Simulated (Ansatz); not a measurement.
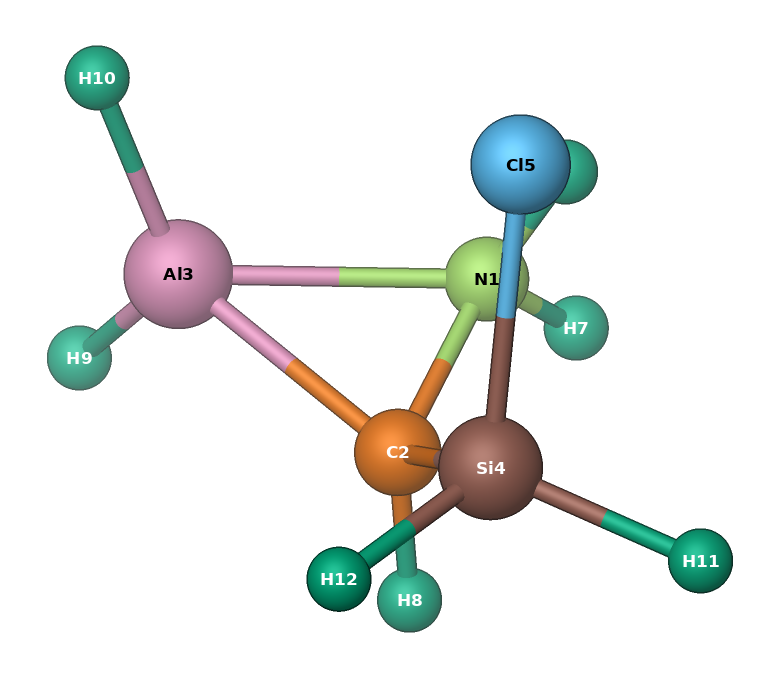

C2 lies behind Si4. The molecule seen a little off the Si4–C2 bond, Si4 in front. Distant atoms are faded towards the background colour. The geometry was computed by an optimisation with PBE0-D4/def2-TZVP. No frequency run is at hand to confirm it as a minimum.

> What is the torsion angle Cl5–Si4–C2–Al3? The sign is positive where the front bond must turn clockwise to cover the back bond.

−44°, synclinal (gauche).
